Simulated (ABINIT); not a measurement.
# Quasiparticle gap of ZnSe (Stilleite) in ABINIT, part 2 of 3

Wanted: ground state, empty states, screening and self-energy for ZnSe (Stilleite).

ABINIT 10.8.3; LDA and many-body steps on it, plane waves. Known limits of the many-body steps: not at the basis limit; no spin-orbit coupling; coarse k mesh.

So far. Step 2 (Ground state): The gap is direct, at Γ.

## Step 3: Bands along the symmetry lines

Level of this step: DFT, LDA, plane waves, norm-conserving pseudopotentials (ABINIT).

Levels along a band path, at the cheap level, show where the edges lie and whether the meshes to come will hold them.

Input file run.abi:

```
acell 3*1.0 Angstrom
rprim 
  -0.000000000000 2.833800000000 2.833800000000
  2.833800000000 -0.000000000000 2.833800000000
  2.833800000000 2.833800000000 0.000000000000
ntypat 2
znucl 30 34
natom 2
typat 1 2
xred 
  0.000000000000 0.000000000000 0.000000000000
  0.250000000000 0.250000000000 0.250000000000
pp_dirpath "pseudos"
pseudos "Zn.upf, Se.upf"
ecut 48
iscf -2
irdden 1
kptopt 0
nkpt 50
kpt 
  0.00000000 0.00000000 0.00000000
  -0.06250000 -0.06250000 0.00000000
  -0.12500000 -0.12500000 0.00000000
  -0.18750000 -0.18750000 0.00000000
  -0.25000000 -0.25000000 0.00000000
  -0.31250000 -0.31250000 0.00000000
  -0.37500000 -0.37500000 0.00000000
  -0.43750000 -0.43750000 0.00000000
  -0.50000000 -0.50000000 0.00000000
  -0.48437500 -0.48437500 0.03125000
  -0.46875000 -0.46875000 0.06250000
  -0.45312500 -0.45312500 0.09375000
  -0.43750000 -0.43750000 0.12500000
  -0.42187500 -0.42187500 0.15625000
  -0.40625000 -0.40625000 0.18750000
  -0.39062500 -0.39062500 0.21875000
  -0.37500000 -0.37500000 0.25000000
  -0.37500000 0.00000000 0.37500000
  -0.32812500 0.00000000 0.32812500
  -0.28125000 0.00000000 0.28125000
  -0.23437500 0.00000000 0.23437500
  -0.18750000 0.00000000 0.18750000
  -0.14062500 0.00000000 0.14062500
  -0.09375000 0.00000000 0.09375000
  -0.04687500 0.00000000 0.04687500
  0.00000000 0.00000000 0.00000000
  0.00000000 0.00000000 0.06250000
  0.00000000 0.00000000 0.12500000
  0.00000000 0.00000000 0.18750000
  0.00000000 0.00000000 0.25000000
  0.00000000 0.00000000 0.31250000
  0.00000000 0.00000000 0.37500000
  0.00000000 0.00000000 0.43750000
  0.00000000 0.00000000 0.50000000
  -0.06250000 -0.03125000 0.46875000
  -0.12500000 -0.06250000 0.43750000
  -0.18750000 -0.09375000 0.40625000
  -0.25000000 -0.12500000 0.37500000
  -0.31250000 -0.15625000 0.34375000
  -0.37500000 -0.18750000 0.31250000
  -0.43750000 -0.21875000 0.28125000
  -0.50000000 -0.25000000 0.25000000
  -0.50000000 -0.28125000 0.21875000
  -0.50000000 -0.31250000 0.18750000
  -0.50000000 -0.34375000 0.15625000
  -0.50000000 -0.37500000 0.12500000
  -0.50000000 -0.40625000 0.09375000
  -0.50000000 -0.43750000 0.06250000
  -0.50000000 -0.46875000 0.03125000
  -0.50000000 -0.50000000 0.00000000
istwfk *1
nband 32
nbdbuf 5
tolwfr 1e-07
nstep 50
prtwf 0
prtvol 0
indata_prefix "in"
outdata_prefix "out"
tmpdata_prefix "tmp"
```

Command:

```
$ OMP_NUM_THREADS=1 mpirun -n 4 abinit run.abi > log
```

Numbers of over 12 decimals in the logs are rounded to 6 here.

What it wrote:

```text
.Version 10.8.3 of ABINIT. v10.8.2 released Aug 2026.

 Symmetries : space group F-4 3 m (#216); Bravais cF (face-center cubic)
[... echo of the input left out ...]
== DATASET  1 ==================================================================
-   mpi_nproc: 4, omp_nthreads: 1 (-1 if OMP is not activated)

--- !DatasetInfo
iteration_state: {dtset: 1, }
dimensions: {natom: 2, nkpt: 50, mband: 32, nsppol: 1, nspinor: 1, nspden: 1, mpw: 4917, }
cutoff_energies: {ecut:  48.0, pawecutdg:  -1.0, }
electrons: {nelect:   4.40000000E+01, charge:   0.00000000E+00, occopt:   1.00000000E+00, tsmear:   1.00000000E-02, }

 Real(R)+Recip(G) space primitive vectors, cartesian coordinates (Bohr,Bohr^-1):
 R(1)=  0.0000000  5.3551059  5.3551059  G(1)= -0.0933688  0.0933688  0.0933688
 R(2)=  5.3551059  0.0000000  5.3551059  G(2)=  0.0933688 -0.0933688  0.0933688
 R(3)=  5.3551059  5.3551059  0.0000000  G(3)=  0.0933688  0.0933688 -0.0933688
 Unit cell volume ucvol=  3.0713845E+02 bohr^3
 Angles (23,13,12)=  6.00000000E+01  6.00000000E+01  6.00000000E+01 degrees

 getcut: wavevector=  0.0000  0.0000  0.0000  ngfft=  48  48  48
         ecut(hartree)=     48.000   => boxcut(ratio)=   2.03223

--- Pseudopotential description ------------------------------------------------
- Zn Generated using ONCVPSP code by D. R. Hamann
- 30.00000  20.00000  180309                  znucl, zion, pspdat
12 -1012 2 -1 1296                            pspcod,pspxc,lmax,lloc,mmax
     nproj     2     2     2
  pspatm : epsatm=   26.73031766
         --- l  ekb(1:nproj) -->
             0    2.816464   -1.526266
             1   -4.652122   -1.331242
             2   -6.981448   -2.558296
 pspatm: atomic psp has been read  and splines computed

- Se Generated using ONCVPSP code by D. R. Hamann
- 34.00000  24.00000  180309                  znucl, zion, pspdat
12 -1012 2 -1 1198                            pspcod,pspxc,lmax,lloc,mmax
     nproj     2     2     2
  pspatm : epsatm=   25.89836092
         --- l  ekb(1:nproj) -->
[...]
pspatm: atomic psp has been read  and splines computed

--------------------------------------------------------------------------------

================================================================================
 prteigrs : about to open file out_EIG
 Non-SCF case, kpt    1 (  0.00000  0.00000  0.00000), residuals and eigenvalues=
  3.77E-08  9.84E-09  2.73E-08  9.04E-08  7.32E-08  7.51E-08  8.09E-08  2.65E-08
  1.97E-08  3.94E-08  2.04E-08  7.22E-09  4.71E-08  2.05E-08  8.91E-08  3.25E-08
  3.77E-08  6.20E-08  7.94E-08  1.44E-08  8.48E-08  2.61E-08  8.20E-08  7.04E-08
[...]
-7.4411E+00 -5.2375E+00 -5.2375E+00 -5.2375E+00 -4.4348E+00 -2.7671E+00
 -2.7671E+00 -2.7671E+00 -1.5886E+00 -1.5886E+00 -1.5886E+00 -1.5884E+00
 -1.5884E+00 -3.4985E-01 -1.0483E-01 -1.0483E-01 -1.0483E-01 -9.1587E-02
[...]
6.1319E-01  6.1319E-01
 Non-SCF case, kpt    2 ( -0.06250 -0.06250  0.00000), residuals and eigenvalues=
[...]
6.1834E-01  6.3401E-01
 Non-SCF case, kpt    3 ( -0.12500 -0.12500  0.00000), residuals and eigenvalues=
[...]
6.3377E-01  6.5568E-01
[...]
Non-SCF case, kpt   49 ( -0.50000 -0.46875  0.03125), residuals and eigenvalues=
[...]
6.9554E-01  7.9045E-01
 Non-SCF case, kpt   50 ( -0.50000 -0.50000  0.00000), residuals and eigenvalues=
[...]
-8.5028E-02 -3.7667E-02  5.8885E-02  5.8885E-02  2.4313E-01  2.6190E-01
  5.2552E-01  5.4711E-01  5.4711E-01  6.5635E-01  6.7027E-01  6.7027E-01
  6.8196E-01  7.8647E-01

--- !ResultsGS
iteration_state: {dtset: 1, }
comment   : Summary of ground state results
lattice_vectors:
- [ -0.0000000,   5.3551059,   5.3551059, ]
- [  5.3551059,  -0.0000000,   5.3551059, ]
- [  5.3551059,   5.3551059,   0.0000000, ]
lattice_lengths: [   7.57326,    7.57326,    7.57326, ]
lattice_angles: [ 60.000,  60.000,  60.000, ] # degrees, (23, 13, 12)
lattice_volume:   3.0713845E+02
convergence: {deltae:  0.000E+00, res2:  0.000E+00, residm:  9.960E-08, diffor:  0.000E+00, }
etotal    :  -5.50448615E+02
entropy   :   0.00000000E+00
fermie    :   1.39712178E-01
cartesian_stress_tensor: null
pressure_GPa: null
xred      :
- [  0.0000E+00,   0.0000E+00,   0.0000E+00, Zn]
- [  2.5000E-01,   2.5000E-01,   2.5000E-01, Se]
cartesian_forces: null
force_length_stats: {min: null, max: null, mean: null, }

 Integrated electronic density in atomic spheres:
 ------------------------------------------------
 Atom  Sphere_radius  Integrated_density
[...]
================================================================================

 ----iterations are completed or convergence reached----

 Mean square residual over all n,k,spin=   45.112E-09; max=  99.602E-09
 reduced coordinates (array xred) for    2 atoms
       0.000000000000      0.000000000000      0.000000000000
       0.250000000000      0.250000000000      0.250000000000

 cartesian coordinates (angstrom) at end:
    1      0.000000     0.000000     0.000000
    2      1.416900     1.416900     1.416900
 length scales=  1.889726125908  1.889726125908  1.889726125908 bohr
              =  1.000000000000  1.000000000000  1.000000000000 angstroms
 prteigrs : about to open file out_EIG
 Eigenvalues (hartree) for nkpt=  50  k points:
 kpt#   1, nband= 32, wtk=  1.00000, kpt=  0.0000  0.0000  0.0000 (reduced coord)
[...]
kpt#   2, nband= 32, wtk=  1.00000, kpt= -0.0625 -0.0625  0.0000 (reduced coord)
[...]
kpt#   3, nband= 32, wtk=  1.00000, kpt= -0.1250 -0.1250  0.0000 (reduced coord)
[...]
kpt#  49, nband= 32, wtk=  1.00000, kpt= -0.5000 -0.4687  0.0313 (reduced coord)
[...]
kpt#  50, nband= 32, wtk=  1.00000, kpt= -0.5000 -0.5000  0.0000 (reduced coord)
[...]
-0.09572   -0.08983   -0.08503   -0.03767    0.05889    0.05889    0.24313    0.26190
   0.52552    0.54711    0.54711    0.65635    0.67027    0.67027    0.68196    0.78647

== END DATASET(S) ==============================================================
================================================================================

 -outvars: echo values of variables after computation  --------
            nband          32
             nkpt          50
          spgroup         216
 [... the other variables as echoed above ...]

 Calculation completed.
```

Elapsed: 25 s, on 4 MPI ranks of Arm Neoverse V2, shared host; peak memory 0.39 GiB; 100 s of CPU time.

Numbers from this step:

| Property | Result |
| --- | --- |
| gap | 1.028 eV |
| k of the valence top | 0, 0, 0 |
| k of the conduction bottom | 0, 0, 0 |
| least direct gap | 1.028 eV |

The gap is 1.028 eV, as in the run before at this level.

Electronic bands along the path, in eV, zero at the top of the highest filled band:

```csv
point,band 19,band 20,band 21,band 22,band 23,band 24,band 25,band 26
Γ,-6.29,0.00,0.00,0.00,1.03,5.72,5.72,5.72
X,-6.12,-4.83,-2.20,-2.20,2.81,3.33,10.50,11.09
U,-6.03,-4.78,-3.13,-1.80,3.43,5.47,8.88,9.17
jump to K,-6.03,-4.78,-3.13,-1.80,3.43,5.47,8.88,9.17
Γ,-6.29,0.00,0.00,0.00,1.03,5.72,5.72,5.72
L,-6.14,-5.29,-0.87,-0.87,2.35,6.30,6.30,8.35
W,-5.99,-4.75,-2.80,-2.69,5.35,5.44,6.81,7.57
X,-6.12,-4.83,-2.20,-2.20,2.81,3.33,10.50,11.09
```

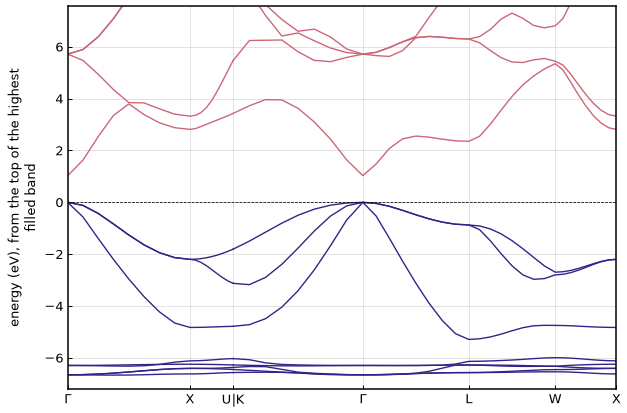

Electronic bands along the path; lines of filled and empty bands in two colours.

## Step 4: Empty states on the mesh, 4×4×4 mesh, 129 bands

The sums over transitions need many empty states on a uniform mesh; this step solves for them.

Input file run.abi:

```
acell 3*1.0 Angstrom
rprim 
  -0.000000000000 2.833800000000 2.833800000000
  2.833800000000 -0.000000000000 2.833800000000
  2.833800000000 2.833800000000 0.000000000000
ntypat 2
znucl 30 34
natom 2
typat 1 2
xred 
  0.000000000000 0.000000000000 0.000000000000
  0.250000000000 0.250000000000 0.250000000000
pp_dirpath "pseudos"
pseudos "Zn.upf, Se.upf"
ecut 48
ngkpt 4 4 4
nshiftk 1
shiftk 0 0 0
kptopt 1
chksymbreak 0
iscf -2
irdden 1
istwfk *1
nband 129
nbdbuf 10
tolwfr 1e-09
nstep 60
prtvol 0
indata_prefix "in"
outdata_prefix "out"
tmpdata_prefix "tmp"
```

What it wrote:

```text
.Version 10.8.3 of ABINIT. v10.8.2 released Aug 2026.

 Symmetries : space group F-4 3 m (#216); Bravais cF (face-center cubic)
[... echo of the input left out ...]
== DATASET  1 ==================================================================
-   mpi_nproc: 4, omp_nthreads: 1 (-1 if OMP is not activated)

--- !DatasetInfo
iteration_state: {dtset: 1, }
dimensions: {natom: 2, nkpt: 8, mband: 129, nsppol: 1, nspinor: 1, nspden: 1, mpw: 4910, }
cutoff_energies: {ecut:  48.0, pawecutdg:  -1.0, }
electrons: {nelect:   4.40000000E+01, charge:   0.00000000E+00, occopt:   1.00000000E+00, tsmear:   1.00000000E-02, }

 Real(R)+Recip(G) space primitive vectors, cartesian coordinates (Bohr,Bohr^-1):
 R(1)=  0.0000000  5.3551059  5.3551059  G(1)= -0.0933688  0.0933688  0.0933688
 R(2)=  5.3551059  0.0000000  5.3551059  G(2)=  0.0933688 -0.0933688  0.0933688
 R(3)=  5.3551059  5.3551059  0.0000000  G(3)=  0.0933688  0.0933688 -0.0933688
 Unit cell volume ucvol=  3.0713845E+02 bohr^3
 Angles (23,13,12)=  6.00000000E+01  6.00000000E+01  6.00000000E+01 degrees

 getcut: wavevector=  0.0000  0.0000  0.0000  ngfft=  48  48  48
         ecut(hartree)=     48.000   => boxcut(ratio)=   2.03223

--- Pseudopotential description ------------------------------------------------
- Zn Generated using ONCVPSP code by D. R. Hamann
- 30.00000  20.00000  180309                  znucl, zion, pspdat
12 -1012 2 -1 1296                            pspcod,pspxc,lmax,lloc,mmax
     nproj     2     2     2
  pspatm : epsatm=   26.73031766
         --- l  ekb(1:nproj) -->
             0    2.816464   -1.526266
             1   -4.652122   -1.331242
             2   -6.981448   -2.558296
 pspatm: atomic psp has been read  and splines computed

- Se Generated using ONCVPSP code by D. R. Hamann
- 34.00000  24.00000  180309                  znucl, zion, pspdat
12 -1012 2 -1 1198                            pspcod,pspxc,lmax,lloc,mmax
     nproj     2     2     2
  pspatm : epsatm=   25.89836092
         --- l  ekb(1:nproj) -->
[...]
pspatm: atomic psp has been read  and splines computed

--------------------------------------------------------------------------------

================================================================================
 prteigrs : about to open file out_EIG
 Non-SCF case, kpt    1 (  0.00000  0.00000  0.00000), residuals and eigenvalues=
  4.85E-10  8.38E-11  9.13E-11  9.96E-11  1.30E-10  1.60E-10  2.27E-10  3.28E-10
  2.58E-10  3.22E-10  6.06E-10  3.88E-10  4.31E-10  3.06E-10  4.92E-10  5.34E-10
  8.28E-10  1.38E-10  8.73E-10  2.57E-10  3.67E-10  5.24E-10  4.81E-10  1.02E-10
[...]
6.95E-10
 -7.4411E+00 -5.2375E+00 -5.2375E+00 -5.2375E+00 -4.4348E+00 -2.7671E+00
 -2.7671E+00 -2.7671E+00 -1.5886E+00 -1.5886E+00 -1.5886E+00 -1.5884E+00
 -1.5884E+00 -3.4985E-01 -1.0483E-01 -1.0483E-01 -1.0483E-01 -9.1587E-02
[...]
3.2871E+00  3.2871E+00  3.2871E+00  3.3027E+00  3.3483E+00  3.3537E+00
  3.3537E+00  3.3537E+00  3.3725E+00  3.3725E+00  3.3725E+00  3.3854E+00
[...]
prteigrs : prtvol=0 or 1, do not print more k-points.

--- !ResultsGS
iteration_state: {dtset: 1, }
comment   : Summary of ground state results
lattice_vectors:
- [ -0.0000000,   5.3551059,   5.3551059, ]
- [  5.3551059,  -0.0000000,   5.3551059, ]
- [  5.3551059,   5.3551059,   0.0000000, ]
lattice_lengths: [   7.57326,    7.57326,    7.57326, ]
lattice_angles: [ 60.000,  60.000,  60.000, ] # degrees, (23, 13, 12)
lattice_volume:   3.0713845E+02
convergence: {deltae:  0.000E+00, res2:  0.000E+00, residm:  9.975E-10, diffor:  0.000E+00, }
etotal    :  -5.50448615E+02
entropy   :   0.00000000E+00
fermie    :   1.39712178E-01
cartesian_stress_tensor: null
pressure_GPa: null
xred      :
- [  0.0000E+00,   0.0000E+00,   0.0000E+00, Zn]
- [  2.5000E-01,   2.5000E-01,   2.5000E-01, Se]
cartesian_forces: null
force_length_stats: {min: null, max: null, mean: null, }

 Integrated electronic density in atomic spheres:
 ------------------------------------------------
 Atom  Sphere_radius  Integrated_density
[...]
================================================================================

 ----iterations are completed or convergence reached----

 Mean square residual over all n,k,spin=   36.364E-11; max=  99.749E-11
 reduced coordinates (array xred) for    2 atoms
       0.000000000000      0.000000000000      0.000000000000
       0.250000000000      0.250000000000      0.250000000000

 cartesian coordinates (angstrom) at end:
    1      0.000000     0.000000     0.000000
    2      1.416900     1.416900     1.416900
 length scales=  1.889726125908  1.889726125908  1.889726125908 bohr
              =  1.000000000000  1.000000000000  1.000000000000 angstroms
 prteigrs : about to open file out_EIG
 Eigenvalues (hartree) for nkpt=   8  k points:
 kpt#   1, nband=129, wtk=  0.01563, kpt=  0.0000  0.0000  0.0000 (reduced coord)
[...]
3.23585    3.23585    3.28708    3.28708    3.28708    3.30266    3.34832    3.35370
   3.35370    3.35370    3.37246    3.37246    3.37246    3.38545    3.38545    3.42832
   3.42832
 prteigrs : prtvol=0 or 1, do not print more k-points.

== END DATASET(S) ==============================================================
================================================================================

 -outvars: echo values of variables after computation  --------
            nband         129
             nkpt           8
          spgroup         216
 [... the other variables as echoed above ...]

 Calculation completed.
```

Elapsed: 36 s, on 4 MPI ranks; peak memory 0.38 GiB.

Numbers from this step:

| Quantity | Value |
| --- | --- |
| gap | 1.028 eV |
| k of the valence top | 0, 0, 0 |
| k of the conduction bottom | 0, 0, 0 |
| least direct gap | 1.028 eV |
| k points computed | 8 |
| lowest point of the top converged band, above the valence top | 87.2119 eV |

On this mesh the gap is 1.028 eV.

## Step 5: Screening, 4×4×4 mesh, 119 bands, screening to 130.6 eV

The RPA dielectric matrix is built and inverted for each q.

This step: RPA screening on LDA, plane waves, norm-conserving pseudopotentials.

run.abi, as its differences from that of step 4:

```diff
@@ -20,10 +20,11 @@
 chksymbreak 0
-iscf -2
-irdden 1
 istwfk *1
-nband 129
-nbdbuf 10
-tolwfr 1e-09
-nstep 60
-prtvol 0
+occopt 1
+irdwfk 1
+optdriver 3
+nband 119
+ecuteps 4.8
+inclvkb 2
+awtr 1
+symchi 1
 indata_prefix "in"
```

What it wrote:

```text
.Version 10.8.3 of ABINIT. v10.8.2 released Aug 2026.

 Symmetries : space group F-4 3 m (#216); Bravais cF (face-center cubic)
[... echo of the input left out ...]
== DATASET  1 ==================================================================
-   mpi_nproc: 4, omp_nthreads: 1 (-1 if OMP is not activated)

--- !DatasetInfo
iteration_state: {dtset: 1, }
dimensions: {natom: 2, nkpt: 8, mband: 119, nsppol: 1, nspinor: 1, nspden: 1, mpw: 4910, }
cutoff_energies: {ecut:  48.0, pawecutdg:  -1.0, }
electrons: {nelect:   4.40000000E+01, charge:   0.00000000E+00, occopt:   1.00000000E+00, tsmear:   1.00000000E-02, }

 SCREENING: Calculation of the susceptibility and dielectric matrices

 Based on a program developped by R.W. Godby, V. Olevano, G. Onida, and L. Reining.
 Incorporated in ABINIT by V. Olevano, G.-M. Rignanese, and M. Torrent.
.Using double precision arithmetic ; gwpc =  8

[... cell and pseudopotentials left out ...]
--------------------------------------------------------------------------------

 ==== K-mesh for the wavefunctions ====
 Number of points in the irreducible wedge :     8
[... list of points left out ...]
 Together with 24 symmetry operations and time-reversal symmetry
 yields    64 points in the full Brillouin Zone.

 ==== Q-mesh for the screening function ====
 Number of points in the irreducible wedge :     8
[... list of points left out ...]
 Together with 24 symmetry operations and time-reversal symmetry
 yields    64 points in the full Brillouin Zone.

 setmesh: FFT mesh size selected  =    32x   32x   32
          total number of points  =        32768

 vcoul_init : cutoff-mode = AUXILIARY_FUNCTION
 q-points for optical limit:   1
     1)      0.000010    0.000020    0.000030

- screening: taking advantage of time-reversal symmetry
- Maximum band index for partially occupied states nbvw = 22
- Remaining bands to be divided among processors   nbcw = 97
- Number of bands treated by each node ~24

 Number of electrons calculated from density =   44.0000; Expected =   44.0000
 average of density, n =  0.143258
 r_s =    1.1856
 omega_plasma =   36.5103 [eV]

 calculating chi0 at frequencies [eV] :
  1    0.000000E+00    0.000000E+00
  2    0.000000E+00    3.651025E+01

--------------------------------------------------------------------------------
  q-point number  1        q = ( 0.000000, 0.000000, 0.000000) [r.l.u.]
--------------------------------------------------------------------------------
[... chi0 elements left out ...]
 For q-point:  0.000010 0.000020 0.000030
  dielectric constant =  19.5425
  dielectric constant without local fields =  20.6451

  Average fulfillment of the sum rule on Im[epsilon] for q-point    1 :     36.96  [%]
[... wings left out ...]
  q-point number  2        q = ( 0.250000, 0.000000, 0.000000) [r.l.u.]
--------------------------------------------------------------------------------
[... chi0 elements left out ...]
  Average fulfillment of the sum rule on Im[epsilon] for q-point    2 :     43.57  [%]

 [... 6 further q-points ...]
```

Elapsed: 43 s, on 4 MPI ranks; peak memory 1.2 GiB.

This step gave:

```yaml
eps_infinity_with_local_fields_on_this_mesh_along_the_program_s_q_direction: 19.54
the_same_without_local_fields: 20.65
plasma_frequency: 36.51 eV
plane_waves_in_the_screening_matrix: 169
```

Local fields lower ε∞ by 5 %. On a Γ-centred mesh this coarse the value itself is usually too large, while a short band sum pulls it down.

[end of part 2 of 3]

[Paths, hosts, dates, memory and timing lines, banners, echoed tables and standing remarks are left out of the program output.]

[Logs are printed without paths, hosts, clocks, repeated set-up lines and the standing remarks that a program may print on its own settings, such as how far it seeks lower states.]

[Runs of the session that timed out or met a known fault of the program may be left out.]

[Hosts, paths, dates, database ids (printed as entryN), source tags and the programs' standing remarks are cut or masked in the printed files.]

[G0W0 gaps are taken among the corrected bands and points alone; a level outside them can change the order at an edge.]

[Where Ansatz stands beside ABINIT at settings called matched, ABINIT's density can come from a denser mesh and the files from another edition; pairs whose starting gaps differed by over 0.03 eV were left out, so agreement reads better than it is.]
